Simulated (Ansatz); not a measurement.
CH4FNSi

```yaml
atoms:
  - { symbol: C, position_ang: [-0.6148, 1.3878, -0.1125] }
  - { symbol: N, position_ang: [0.1022, 0.5889, 0.5408] }
  - { symbol: Si, position_ang: [0.5397, -1.0314, 0.1834] }
  - { symbol: F, position_ang: [-0.0782, -1.5675, -1.1963] }
  - { symbol: H, position_ang: [-1.0948, 1.1423, -1.0702] }
  - { symbol: H, position_ang: [-0.7959, 2.4012, 0.2642] }
  - { symbol: H, position_ang: [2.0121, -1.0879, 0.0658] }
  - { symbol: H, position_ang: [0.0219, -1.8906, 1.2691] }
```

Geometry: PBE0-D4/def2-TZVP.

Method: Ansatz 0.2.0, RKS PBE0-D4/def2-TZVPP.

Question: What will maps of the electron density and electron localisation function show?

Answer: C–N (1.26 Å): ρ is about 2.9 e/Å³ halfway; the ELF peaks at about 0.90 between the atoms: a multiple bond.
Si–F (1.60 Å): ρ is about 1.2 e/Å³ halfway; the ELF peaks at about 0.85 in the valence shell of F, 0.6 Å from its nucleus, and is about 0.55 at the midpoint.
Si–N (1.72 Å): ρ at the midpoint is about 1.2 e/Å³; the ELF peaks at about 0.95 between the atoms (a polar covalent bond).
C–H (1.10 Å): ρ is about 2.1 e/Å³ halfway; the ELF climbs to about 1 towards the hydrogen, as it does in any bond to H; an ordinary covalent bond to hydrogen.

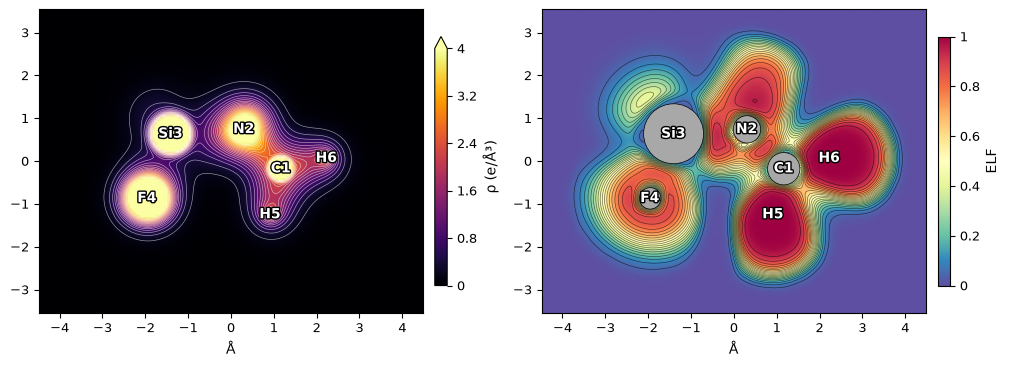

Computed electron density and electron localisation function on the plane of atoms N2, C1 and H5, in this order. Grey discs cover the atomic cores in the ELF map. 
